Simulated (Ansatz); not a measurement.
SnTe (rock salt), conventional cell a = b = c = 6.4093 Å, α = β = γ = 90.00°. The calculation uses the primitive cell of 2 atoms, to which meshes and values per cell refer.

E(V) scan at fixed shape, V₀ the volume above. Symmetry pins the atoms to their sites.

All values below come from PBE (plane waves to 420 eV, PAW, scalar-relativistic; Ansatz, a program for electronic structure). k mesh 13×13×13 (Γ-centred), Fermi-Dirac smearing 0.05 eV. The energy includes the smearing's −TS. SnTe was relaxed with its symmetry unable to fall. Spin-orbit coupling is left out, though Te is heavy. The PAW data are Ansatz's earlier set. ΔE is measured from the relaxed starting cell.

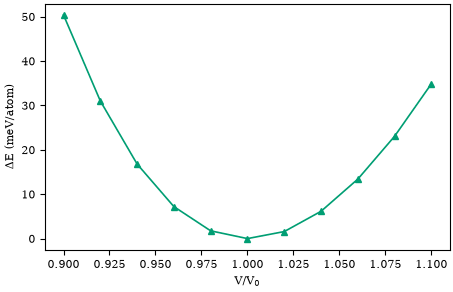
Figure: ΔE (meV/atom) against V/V₀; computed points joined by lines.

What is ΔE at V/V₀ = 0.900?

About 50 meV/atom.

What is ΔE at V/V₀ = 1.100?

About 35 meV/atom.

What bulk modulus B₀ follows from a third-order Birch-Murnaghan fit?

About 40 GPa.

(A scan under strain: stresses follow from slopes of the energy per volume, elastic moduli from its curvatures.)
